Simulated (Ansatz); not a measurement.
# Molecular dynamics of H3SeO (charge −1) (part 1 of 3)

The run: molecular dynamics of H3SeO, charge −1. Method and program: RKS LDA/def2-SVPD (Ansatz 0.2.0).

It belongs to a series of runs on one base structure; here: dynamics from the start.

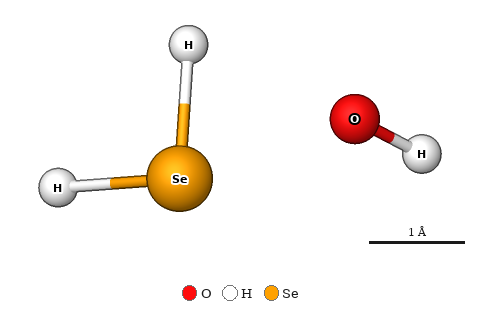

Figure 1. The starting structure (ball-and-stick view, seen at a tilt). Bond lengths as drawn: H–O 0.98 Å and H–Se 1.48 to 1.60 Å.

### The input
```yaml
crystal:
  periodic: [false, false, false]
  atoms:
    - { symbol: O, position_ang: [0.271753, 0.331789, -1.590075] }
    - { symbol: H, position_ang: [-0.26401, -0.407475, -1.932502] }
    - { symbol: Se, position_ang: [0.409542, -0.257284, 0.616153] }
    - { symbol: H, position_ang: [0.242666, -0.423446, 2.196742] }
    - { symbol: H, position_ang: [-0.659952, 0.756416, 0.709683] }
total_charge: -1
basis:
  gaussian: { orbitals: def2-SVPD }
hamiltonian:
  xc: lda
md:
  timestep: 0.25
  n_steps: 150
  ensemble: nve
  temperature: 700.0
  initial_velocities: maxwell_boltzmann
  seed: 875255
scf:
  lower_state_search: "off"
```

Hardware: 1 thread of Arm Neoverse V1, 24 GiB of memory available, shared host.

Run as:
```bash
ansatz run input.yaml --threads 1 --pin off --max-ram 2048MiB --backend cpu --events-out ev --progress --plain --runs-dir out
```

### The program's output
```
Engine: ansatz 0.2.0, aarch64-unknown-linux-gnu
Functional definition: SPW92
  exchange = slater_x
  correlation = pw_c
these checks for a lower state are left out or cut short: stability, starts, cluster_reference, orbital_swaps, neighbouring_geometries, increment
828 factors; their error is unknown
mean field evaluation 1: about -67326.5998 eV, gradient 2.7e1 eV
mean field evaluation 2: about -67322.3093 eV, gradient 5.5e1 eV
mean field evaluation 4: about -67327.7286 eV, gradient 3.1e0 eV
mean field evaluation 8: about -67327.7415 eV, gradient 1.1e-1 eV
mean field evaluation 16: about -67327.7415 eV, gradient 2.3e-6 eV
mean field -67327.74154214 eV, -2474.2488652913 hartree, gradient 2.3e-6 eV, S^2 0.000000; 0 other end points of the search recorded, 0 dependent functions left out
the calculation of the forces begins
reference -67327.74158552 eV, -2474.2488668857 hartree; 23, 23 occupied and 65, 65 virtual orbitals, 828 factors
md step     0: t =     0.00 fs  T =   700.0 K  F+E_penalty+E_count = -67327.74154214 eV  E_kin = 0.271446 eV  conserved = -67327.47009614 eV  (15 SCF iters)
these checks for a lower state are left out or cut short: stability, starts, cluster_reference, orbital_swaps, neighbouring_geometries, increment
828 factors; their error is unknown
mean field -67327.73794456 eV, -2474.2487330828 hartree, gradient 2.2e-6 eV, S^2 0.000000; 0 other end points of the search recorded, 0 dependent functions left out
the calculation of the forces begins
reference -67327.73798798 eV, -2474.2487346785 hartree; 23, 23 occupied and 65, 65 virtual orbitals, 828 factors
md step     1: t =     0.25 fs  T =   690.9 K  F+E_penalty+E_count = -67327.73794456 eV  E_kin = 0.267907 eV  conserved = -67327.47003795 eV  (22 SCF iters)
[... from here on the SCF iterations and repeated set-up lines of each step are left out, up to the last step ...]
md step     2: t =     0.50 fs  T =   665.2 K  F+E_penalty+E_count = -67327.72790748 eV  E_kin = 0.257964 eV  conserved = -67327.46994352 eV  (22 SCF iters)
md step     3: t =     0.75 fs  T =   626.6 K  F+E_penalty+E_count = -67327.71280772 eV  E_kin = 0.242978 eV  conserved = -67327.46982985 eV  (22 SCF iters)
md step     4: t =     1.00 fs  T =   579.3 K  F+E_penalty+E_count = -67327.69435946 eV  E_kin = 0.224649 eV  conserved = -67327.46971093 eV  (22 SCF iters)
md step     5: t =     1.25 fs  T =   528.1 K  F+E_penalty+E_count = -67327.67439174 eV  E_kin = 0.204794 eV  conserved = -67327.46959742 eV  (22 SCF iters)
md step     6: t =     1.50 fs  T =   477.5 K  F+E_penalty+E_count = -67327.65467513 eV  E_kin = 0.185178 eV  conserved = -67327.46949665 eV  (22 SCF iters)
md step     7: t =     1.75 fs  T =   431.7 K  F+E_penalty+E_count = -67327.63679866 eV  E_kin = 0.167385 eV  conserved = -67327.46941322 eV  (22 SCF iters)
md step     8: t =     2.00 fs  T =   393.9 K  F+E_penalty+E_count = -67327.62208903 eV  E_kin = 0.152739 eV  conserved = -67327.46934979 eV  (21 SCF iters)
md step     9: t =     2.25 fs  T =   366.8 K  F+E_penalty+E_count = -67327.61156093 eV  E_kin = 0.142253 eV  conserved = -67327.46930782 eV  (21 SCF iters)
md step    10: t =     2.50 fs  T =   352.3 K  F+E_penalty+E_count = -67327.60588844 eV  E_kin = 0.136600 eV  conserved = -67327.46928804 eV  (21 SCF iters)
md step    11: t =     2.75 fs  T =   351.0 K  F+E_penalty+E_count = -67327.60538934 eV  E_kin = 0.136098 eV  conserved = -67327.46929085 eV  (22 SCF iters)
md step    12: t =     3.00 fs  T =   362.8 K  F+E_penalty+E_count = -67327.61001741 eV  E_kin = 0.140701 eV  conserved = -67327.46931640 eV  (22 SCF iters)
md step    13: t =     3.25 fs  T =   386.8 K  F+E_penalty+E_count = -67327.61936063 eV  E_kin = 0.149996 eV  conserved = -67327.46936449 eV  (22 SCF iters)
md step    14: t =     3.50 fs  T =   420.9 K  F+E_penalty+E_count = -67327.63264653 eV  E_kin = 0.163212 eV  conserved = -67327.46943448 eV  (22 SCF iters)
md step    15: t =     3.75 fs  T =   462.2 K  F+E_penalty+E_count = -67327.64875851 eV  E_kin = 0.179234 eV  conserved = -67327.46952459 eV  (22 SCF iters)
md step    16: t =     4.00 fs  T =   507.1 K  F+E_penalty+E_count = -67327.66627057 eV  E_kin = 0.196639 eV  conserved = -67327.46963138 eV  (22 SCF iters)
md step    17: t =     4.25 fs  T =   551.2 K  F+E_penalty+E_count = -67327.68351000 eV  E_kin = 0.213761 eV  conserved = -67327.46974900 eV  (22 SCF iters)
md step    18: t =     4.50 fs  T =   590.0 K  F+E_penalty+E_count = -67327.69865891 eV  E_kin = 0.228791 eV  conserved = -67327.46986812 eV  (22 SCF iters)
md step    19: t =     4.75 fs  T =   618.7 K  F+E_penalty+E_count = -67327.70990590 eV  E_kin = 0.239930 eV  conserved = -67327.46997613 eV  (22 SCF iters)
md step    20: t =     5.00 fs  T =   633.3 K  F+E_penalty+E_count = -67327.71565004 eV  E_kin = 0.245593 eV  conserved = -67327.47005671 eV  (22 SCF iters)
md step    21: t =     5.25 fs  T =   630.9 K  F+E_penalty+E_count = -67327.71475215 eV  E_kin = 0.244660 eV  conserved = -67327.47009229 eV  (22 SCF iters)
md step    22: t =     5.50 fs  T =   610.5 K  F+E_penalty+E_count = -67327.70680228 eV  E_kin = 0.236735 eV  conserved = -67327.47006707 eV  (22 SCF iters)
md step    23: t =     5.75 fs  T =   573.5 K  F+E_penalty+E_count = -67327.69235039 eV  E_kin = 0.222378 eV  conserved = -67327.46997237 eV  (22 SCF iters)
md step    24: t =     6.00 fs  T =   524.0 K  F+E_penalty+E_count = -67327.67302101 eV  E_kin = 0.203209 eV  conserved = -67327.46981243 eV  (22 SCF iters)
md step    25: t =     6.25 fs  T =   468.9 K  F+E_penalty+E_count = -67327.65142685 eV  E_kin = 0.181819 eV  conserved = -67327.46960830 eV  (22 SCF iters)
md step    26: t =     6.50 fs  T =   416.3 K  F+E_penalty+E_count = -67327.63082658 eV  E_kin = 0.161429 eV  conserved = -67327.46939744 eV  (22 SCF iters)
md step    27: t =     6.75 fs  T =   374.7 K  F+E_penalty+E_count = -67327.61454218 eV  E_kin = 0.145316 eV  conserved = -67327.46922599 eV  (22 SCF iters)
md step    28: t =     7.00 fs  T =   351.0 K  F+E_penalty+E_count = -67327.60525341 eV  E_kin = 0.136118 eV  conserved = -67327.46913565 eV  (22 SCF iters)
md step    29: t =     7.25 fs  T =   348.7 K  F+E_penalty+E_count = -67327.60436689 eV  E_kin = 0.135217 eV  conserved = -67327.46914946 eV  (22 SCF iters)
md step    30: t =     7.50 fs  T =   367.2 K  F+E_penalty+E_count = -67327.61166900 eV  E_kin = 0.142406 eV  conserved = -67327.46926332 eV  (22 SCF iters)
md step    31: t =     7.75 fs  T =   402.1 K  F+E_penalty+E_count = -67327.62538685 eV  E_kin = 0.155939 eV  conserved = -67327.46944762 eV  (22 SCF iters)
md step    32: t =     8.00 fs  T =   446.1 K  F+E_penalty+E_count = -67327.64263419 eV  E_kin = 0.172976 eV  conserved = -67327.46965806 eV  (22 SCF iters)
md step    33: t =     8.25 fs  T =   490.6 K  F+E_penalty+E_count = -67327.66008355 eV  E_kin = 0.190233 eV  conserved = -67327.46985007 eV  (22 SCF iters)
md step    34: t =     8.50 fs  T =   527.8 K  F+E_penalty+E_count = -67327.67465018 eV  E_kin = 0.204659 eV  conserved = -67327.46999077 eV  (22 SCF iters)
md step    35: t =     8.75 fs  T =   551.7 K  F+E_penalty+E_count = -67327.68400840 eV  E_kin = 0.213944 eV  conserved = -67327.47006436 eV  (22 SCF iters)
md step    36: t =     9.00 fs  T =   559.0 K  F+E_penalty+E_count = -67327.68685477 eV  E_kin = 0.216784 eV  conserved = -67327.47007092 eV  (22 SCF iters)
md step    37: t =     9.25 fs  T =   549.0 K  F+E_penalty+E_count = -67327.68292752 eV  E_kin = 0.212906 eV  conserved = -67327.47002179 eV  (22 SCF iters)
md step    38: t =     9.50 fs  T =   523.3 K  F+E_penalty+E_count = -67327.67285015 eV  E_kin = 0.202917 eV  conserved = -67327.46993362 eV  (22 SCF iters)
md step    39: t =     9.75 fs  T =   485.0 K  F+E_penalty+E_count = -67327.65788556 eV  E_kin = 0.188062 eV  conserved = -67327.46982362 eV  (22 SCF iters)
md step    40: t =    10.00 fs  T =   438.3 K  F+E_penalty+E_count = -67327.63967280 eV  E_kin = 0.169966 eV  conserved = -67327.46970692 eV  (22 SCF iters)
md step    41: t =    10.25 fs  T =   387.8 K  F+E_penalty+E_count = -67327.61999183 eV  E_kin = 0.150397 eV  conserved = -67327.46959486 eV  (22 SCF iters)
md step    42: t =    10.50 fs  T =   338.0 K  F+E_penalty+E_count = -67327.60057916 eV  E_kin = 0.131084 eV  conserved = -67327.46949535 eV  (22 SCF iters)
md step    43: t =    10.75 fs  T =   292.9 K  F+E_penalty+E_count = -67327.58299554 eV  E_kin = 0.113582 eV  conserved = -67327.46941333 eV  (22 SCF iters)
md step    44: t =    11.00 fs  T =   255.8 K  F+E_penalty+E_count = -67327.56853987 eV  E_kin = 0.099188 eV  conserved = -67327.46935155 eV  (22 SCF iters)
md step    45: t =    11.25 fs  T =   229.2 K  F+E_penalty+E_count = -67327.55819780 eV  E_kin = 0.088886 eV  conserved = -67327.46931133 eV  (22 SCF iters)
md step    46: t =    11.50 fs  T =   214.9 K  F+E_penalty+E_count = -67327.55261432 eV  E_kin = 0.083321 eV  conserved = -67327.46929321 eV  (22 SCF iters)
md step    47: t =    11.75 fs  T =   213.5 K  F+E_penalty+E_count = -67327.55208103 eV  E_kin = 0.082784 eV  conserved = -67327.46929728 eV  (22 SCF iters)
md step    48: t =    12.00 fs  T =   224.9 K  F+E_penalty+E_count = -67327.55653217 eV  E_kin = 0.087209 eV  conserved = -67327.46932347 eV  (22 SCF iters)
md step    49: t =    12.25 fs  T =   248.0 K  F+E_penalty+E_count = -67327.56554628 eV  E_kin = 0.096175 eV  conserved = -67327.46937145 eV  (22 SCF iters)
md step    50: t =    12.50 fs  T =   280.9 K  F+E_penalty+E_count = -67327.57835386 eV  E_kin = 0.108913 eV  conserved = -67327.46944054 eV  (22 SCF iters)
md step    51: t =    12.75 fs  T =   320.6 K  F+E_penalty+E_count = -67327.59385400 eV  E_kin = 0.124325 eV  conserved = -67327.46952908 eV  (22 SCF iters)
md step    52: t =    13.00 fs  T =   363.6 K  F+E_penalty+E_count = -67327.61064705 eV  E_kin = 0.141013 eV  conserved = -67327.46963400 eV  (22 SCF iters)
md step    53: t =    13.25 fs  T =   405.8 K  F+E_penalty+E_count = -67327.62709211 eV  E_kin = 0.157342 eV  conserved = -67327.46974984 eV  (22 SCF iters)
md step    54: t =    13.50 fs  T =   442.3 K  F+E_penalty+E_count = -67327.64140124 eV  E_kin = 0.171533 eV  conserved = -67327.46986816 eV  (22 SCF iters)
md step    55: t =    13.75 fs  T =   468.8 K  F+E_penalty+E_count = -67327.65178077 eV  E_kin = 0.181804 eV  conserved = -67327.46997694 eV  (21 SCF iters)
md step    56: t =    14.00 fs  T =   481.1 K  F+E_penalty+E_count = -67327.65662582 eV  E_kin = 0.186565 eV  conserved = -67327.47006043 eV  (21 SCF iters)
md step    57: t =    14.25 fs  T =   476.2 K  F+E_penalty+E_count = -67327.65476468 eV  E_kin = 0.184664 eV  conserved = -67327.47010109 eV  (21 SCF iters)
md step    58: t =    14.50 fs  T =   452.9 K  F+E_penalty+E_count = -67327.64572677 eV  E_kin = 0.175644 eV  conserved = -67327.47008242 eV  (21 SCF iters)
md step    59: t =    14.75 fs  T =   412.6 K  F+E_penalty+E_count = -67327.62998527 eV  E_kin = 0.159991 eV  conserved = -67327.46999403 eV  (22 SCF iters)
md step    60: t =    15.00 fs  T =   359.1 K  F+E_penalty+E_count = -67327.60909751 eV  E_kin = 0.139260 eV  conserved = -67327.46983760 eV  (22 SCF iters)
md step    61: t =    15.25 fs  T =   299.2 K  F+E_penalty+E_count = -67327.58565558 eV  E_kin = 0.116024 eV  conserved = -67327.46963158 eV  (22 SCF iters)
md step    62: t =    15.50 fs  T =   241.3 K  F+E_penalty+E_count = -67327.56298184 eV  E_kin = 0.093570 eV  conserved = -67327.46941157 eV  (22 SCF iters)
md step    63: t =    15.75 fs  T =   194.3 K  F+E_penalty+E_count = -67327.54456998 eV  E_kin = 0.075346 eV  conserved = -67327.46922390 eV  (22 SCF iters)
md step    64: t =    16.00 fs  T =   165.7 K  F+E_penalty+E_count = -67327.53337216 eV  E_kin = 0.064259 eV  conserved = -67327.46911307 eV  (22 SCF iters)
md step    65: t =    16.25 fs  T =   159.9 K  F+E_penalty+E_count = -67327.53112351 eV  E_kin = 0.062017 eV  conserved = -67327.46910675 eV  (22 SCF iters)
md step    66: t =    16.50 fs  T =   177.2 K  F+E_penalty+E_count = -67327.53792345 eV  E_kin = 0.068718 eV  conserved = -67327.46920584 eV  (22 SCF iters)
md step    67: t =    16.75 fs  T =   213.6 K  F+E_penalty+E_count = -67327.55222175 eV  E_kin = 0.082838 eV  conserved = -67327.46938413 eV  (22 SCF iters)
md step    68: t =    17.00 fs  T =   262.0 K  F+E_penalty+E_count = -67327.57121353 eV  E_kin = 0.101615 eV  conserved = -67327.46959806 eV  (22 SCF iters)
md step    69: t =    17.25 fs  T =   313.8 K  F+E_penalty+E_count = -67327.59150074 eV  E_kin = 0.121699 eV  conserved = -67327.46980134 eV  (22 SCF iters)
md step    70: t =    17.50 fs  T =   360.6 K  F+E_penalty+E_count = -67327.60980275 eV  E_kin = 0.139845 eV  conserved = -67327.46995796 eV  (22 SCF iters)
md step    71: t =    17.75 fs  T =   395.8 K  F+E_penalty+E_count = -67327.62352178 eV  E_kin = 0.153473 eV  conserved = -67327.47004874 eV  (22 SCF iters)
md step    72: t =    18.00 fs  T =   415.2 K  F+E_penalty+E_count = -67327.63105827 eV  E_kin = 0.160987 eV  conserved = -67327.47007132 eV  (22 SCF iters)
md step    73: t =    18.25 fs  T =   417.3 K  F+E_penalty+E_count = -67327.63187136 eV  E_kin = 0.161836 eV  conserved = -67327.47003551 eV  (21 SCF iters)
md step    74: t =    18.50 fs  T =   403.3 K  F+E_penalty+E_count = -67327.62634767 eV  E_kin = 0.156390 eV  conserved = -67327.46995743 eV  (21 SCF iters)
md step    75: t =    18.75 fs  T =   375.8 K  F+E_penalty+E_count = -67327.61556542 eV  E_kin = 0.145711 eV  conserved = -67327.46985434 eV  (21 SCF iters)
md step    76: t =    19.00 fs  T =   338.6 K  F+E_penalty+E_count = -67327.60103111 eV  E_kin = 0.131289 eV  conserved = -67327.46974182 eV  (21 SCF iters)
md step    77: t =    19.25 fs  T =   296.1 K  F+E_penalty+E_count = -67327.58443884 eV  E_kin = 0.114807 eV  conserved = -67327.46963170 eV  (22 SCF iters)
md step    78: t =    19.50 fs  T =   252.6 K  F+E_penalty+E_count = -67327.56747896 eV  E_kin = 0.097947 eV  conserved = -67327.46953223 eV  (22 SCF iters)
md step    79: t =    19.75 fs  T =   212.1 K  F+E_penalty+E_count = -67327.55169978 eV  E_kin = 0.082251 eV  conserved = -67327.46944865 eV  (22 SCF iters)
md step    80: t =    20.00 fs  T =   178.0 K  F+E_penalty+E_count = -67327.53841657 eV  E_kin = 0.069033 eV  conserved = -67327.46938389 eV  (22 SCF iters)
md step    81: t =    20.25 fs  T =   153.0 K  F+E_penalty+E_count = -67327.52865674 eV  E_kin = 0.059317 eV  conserved = -67327.46933941 eV  (22 SCF iters)
md step    82: t =    20.50 fs  T =   138.8 K  F+E_penalty+E_count = -67327.52312986 eV  E_kin = 0.053814 eV  conserved = -67327.46931584 eV  (22 SCF iters)
md step    83: t =    20.75 fs  T =   136.4 K  F+E_penalty+E_count = -67327.52221285 eV  E_kin = 0.052899 eV  conserved = -67327.46931339 eV  (22 SCF iters)
md step    84: t =    21.00 fs  T =   146.0 K  F+E_penalty+E_count = -67327.52594376 eV  E_kin = 0.056612 eV  conserved = -67327.46933213 eV  (22 SCF iters)
md step    85: t =    21.25 fs  T =   166.7 K  F+E_penalty+E_count = -67327.53402075 eV  E_kin = 0.064649 eV  conserved = -67327.46937195 eV  (22 SCF iters)
md step    86: t =    21.50 fs  T =   197.0 K  F+E_penalty+E_count = -67327.54580591 eV  E_kin = 0.076374 eV  conserved = -67327.46943241 eV  (22 SCF iters)
md step    87: t =    21.75 fs  T =   234.2 K  F+E_penalty+E_count = -67327.56033718 eV  E_kin = 0.090825 eV  conserved = -67327.46951225 eV  (22 SCF iters)
md step    88: t =    22.00 fs  T =   275.3 K  F+E_penalty+E_count = -67327.57635445 eV  E_kin = 0.106746 eV  conserved = -67327.46960894 eV  (22 SCF iters)
md step    89: t =    22.25 fs  T =   316.2 K  F+E_penalty+E_count = -67327.59234884 eV  E_kin = 0.122631 eV  conserved = -67327.46971771 eV  (22 SCF iters)
md step    90: t =    22.50 fs  T =   352.8 K  F+E_penalty+E_count = -67327.60664652 eV  E_kin = 0.136816 eV  conserved = -67327.46983080 eV  (22 SCF iters)
```
